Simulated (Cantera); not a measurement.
Input: 1 mol SiH2Cl2, 0.24 mol O3, 7.4 mol N2, at 7.50 Pa.

These are equilibrium values from Cantera (NASA tables, ideal gas, pure condensed phases), not measurements of a reactor. Candidate condensed phases: H2O, NH4Cl, Si, SiO2, Si2N2O, Si3N4; 47 gas species. The tables' values for SiCl, SiCl3, SiN are old estimates; treat these amounts as uncertain. Rates play no part.

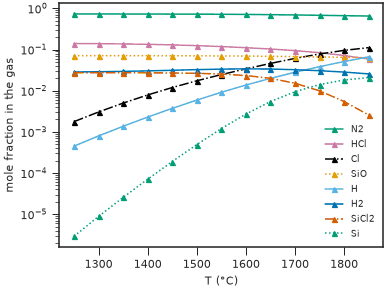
Figure. Equilibrium gas composition (values under 1e-9 drawn at 1e-9)

Question: Read off the mole fractions at 1650 °C.

Answer: N2 about 0.70, HCl about 0.10, SiO about 0.068, Cl about 0.046, H2 about 0.034, SiCl2 about 0.020, H about 0.020, Si about 0.0054.
